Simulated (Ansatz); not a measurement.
**O2F (SMILES [O]OF): levels of theory compared**

Wanted: a comparison of 3 runs (UBLYP/STO-3G, UCCSDT(Q)/STO-3G, UCCSD(T)/STO-3G) of O2F. 

The results are computed with Ansatz 0.2.0.

38 further runs of the same task are left out: 11 that didn't finish, 27 set aside as unsound or not needed.

### 1 Starting point

The species is O2F (3 atoms), meant as a doublet with charge 0. As SMILES, `[O]OF`. The O2–O1 distance was set to 2.362 Å, away from the relaxed value. At this shape a bond of the SMILES string is far longer than usual.

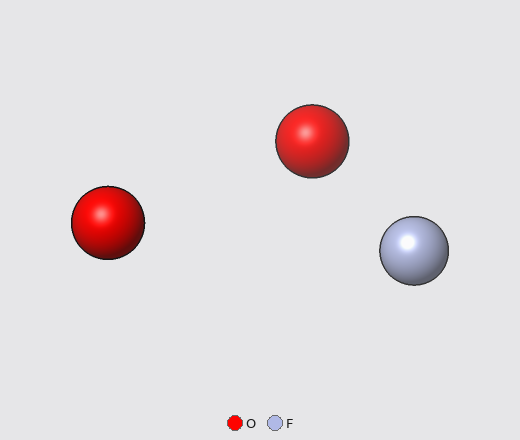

Viewed from a chosen angle; oxygen red, fluorine light blue.

### 2 The energy at UBLYP/STO-3G (run 1)

Input file in.yaml:

```yaml
crystal:
  periodic: [false, false, false]
  atoms:
    - {symbol: O, position_ang: [1.733548, -1.088768, 0.836558]}
    - {symbol: O, position_ang: [0.133270, 0.497870, 0.127930]}
    - {symbol: F, position_ang: [-1.066650, -0.202430, -0.610160]}
basis:
  gaussian: {orbitals: STO-3G}
magnetization: {spin_polarized: true, initial_magnetization: 1}
hamiltonian: {xc: {name: BLYP}}
accuracy: high
```

Started as:

```bash
$ ansatz run in.yaml --threads 1 --pin off --max-ram 3480MiB --events-out events.jsonl --progress --plain --runs-dir runs
```

What it wrote:

```text
Warning: RAYON_NUM_THREADS=1 ignored (pool sized by the plan → 1); use --threads N
Functional definition: BLYP
  name "BLYP"
  parameter beta = 0.0042
  parameter a = 0.04918
  parameter b = 0.132
  parameter c = 0.2533
  parameter d = 0.349
  exchange = b88_x(beta = beta)
  correlation = lyp_c(a = a, b = b, c = c, d = d)
238 factors; integrals over basis functions are off by at most 4.9e-8 eV
mean field evaluation 1: about -6672.8476 eV, gradient 5.1e1 eV
mean field evaluation 2: about -6572.3612 eV, gradient 9.4e0 eV
mean field evaluation 4: about -6637.5680 eV, gradient 4.3e1 eV
mean field evaluation 8: about -6704.3989 eV, gradient 3.5e0 eV
mean field evaluation 16: about -6704.8524 eV, gradient 1.4e-3 eV
mean field evaluation 32: about -6704.8540 eV, gradient 1.9e-3 eV
mean field evaluation 64: about -6704.8532 eV, gradient 8.2e-3 eV
mean field evaluation 96: about -6704.8821 eV, gradient 2.8e-1 eV
mean field evaluation 128: about -6704.7278 eV, gradient 1.9e-1 eV
mean field evaluation 160: about -6704.8527 eV, gradient 3.2e-2 eV
mean field evaluation 192: about -6704.7663 eV, gradient 1.0e-1 eV
mean field evaluation 224: about -6703.8302 eV, gradient 1.5e0 eV
mean field evaluation 256: about -6704.8446 eV, gradient 3.6e-1 eV
mean field evaluation 288: about -6704.8497 eV, gradient 8.9e-7 eV
mean field evaluation 320: about -6704.8484 eV, gradient 3.5e-2 eV
mean field -6704.85397977 eV, -246.3988390432 hartree, gradient 3.6e-8 eV, S^2 1.627382; 22 other end points of the search recorded, 0 dependent functions left out
reference -6704.85400164 eV, -246.3988398470 hartree; 13, 12 occupied and 2, 3 virtual orbitals, 238 factors
Total energy: -6704.85400164 eV, -246.3988398470 hartree
```

Run time: 28 s. Hardware: 1 thread of Arm Neoverse V1, shared host; peak memory 0.11 GiB.

### 3 A single-point energy at UCCSDT(Q)/STO-3G (run 2)

Input file in.yaml:

```yaml
crystal:
  periodic: [false, false, false]
  atoms:
    - symbol: O
      position_ang: [1.733548, -1.088768, 0.836558]
    - symbol: O
      position_ang: [0.133270, 0.497870, 0.127930]
    - symbol: F
      position_ang: [-1.066650, -0.202430, -0.610160]
basis:
  gaussian:
    orbitals: STO-3G
magnetization:
  spin_polarized: true
  initial_magnetization: 1
correlation:
  method: ccsdt_q
  frozen_orbitals: {F: 1, O: 1}
accuracy: high
scf:
  omitted_lower_state_checks: [cluster_reference, increment]
```

Started as:

```bash
$ ansatz run in.yaml --threads 1 --pin off --max-ram 3480MiB --events-out events.jsonl --progress --plain --runs-dir runs
```

What it wrote:

```text
Warning: RAYON_NUM_THREADS=1 ignored (pool sized by the plan → 1); use --threads N
[... 25 lines left out ...]
3 core orbitals not correlated: weight in the atoms' cores, before any rotation towards them, 1.000 or more for the frozen orbitals, at most 0.000 for the correlated occupied ones
[... 185 lines left out ...]
Total energy: -6684.58598091 eV, -245.6540038233 hartree
Checks for a lower state left out: cluster_reference, increment
```

Wall time 3.3 s (1 thread of Arm Neoverse V1, shared host); peak memory 0.096 GiB.

### 4 A single-point energy at UCCSD(T)/STO-3G (run 3)

Input file in.yaml:

```yaml
crystal:
  periodic: [false, false, false]
  atoms:
    - {symbol: O, position_ang: [1.733548, -1.088768, 0.836558]}
    - {symbol: O, position_ang: [0.133270, 0.497870, 0.127930]}
    - {symbol: F, position_ang: [-1.066650, -0.202430, -0.610160]}
basis:
  gaussian:
    orbitals: STO-3G
magnetization:
  spin_polarized: true
  initial_magnetization: 1
correlation:
  method: ccsd_t
  frozen_orbitals: {F: 1, O: 1}
accuracy: high
scf:
  omitted_lower_state_checks: [cluster_reference, increment]
```

Started as:

```bash
$ ansatz run in.yaml --threads 1 --pin off --max-ram 3480MiB --events-out events.jsonl --progress --plain --runs-dir runs
```

What it wrote:

```text
Warning: RAYON_NUM_THREADS=1 ignored (pool sized by the plan → 1); use --threads N
[... 25 lines left out ...]
3 core orbitals not correlated: weight in the atoms' cores, before any rotation towards them, 1.000 or more for the frozen orbitals, at most 0.000 for the correlated occupied ones
[... 180 lines left out ...]
Total energy: -6684.57090576 eV, -245.6534498219 hartree
Checks for a lower state left out: cluster_reference, increment
```

Run time: 1.8 s. Hardware: 1 thread of Arm Neoverse V1, shared host.

### 5 All runs side by side

```
run             level  frozen core orbitals  energy (Eh)   ⟨S²⟩  wall time
  1      UBLYP/STO-3G                     –  -246.398840  1.627       28 s
  2  UCCSDT(Q)/STO-3G                     3  -245.654004  2.326      3.3 s
  3   UCCSD(T)/STO-3G                     3  -245.653450  2.326      1.8 s
```

### 6 Results

| quantity | value |
| --- | --- |
| run 3: total energy | -245.65345 Eh |
| run 3: correlation energy (3 core orbitals frozen) | -58.9 mEh |
| run 3: (T) correction | -0.26 mEh |
| run 3: ⟨S²⟩ of the reference determinant | 2.326 |
| run 3: T1 diagnostic | 0.060 |

**Reading.** In runs 1, 2, 3 the basis is minimal, so the values are rough. Spin contamination of the reference: run 2 ⟨S²⟩ = 2.33, run 3 ⟨S²⟩ = 2.33, run 1 ⟨S²⟩ = 1.63. Where it is this large, the reference is a mixture of spin states, and values that rest on it are in doubt. All runs together took 33 s, the longest 28 s.
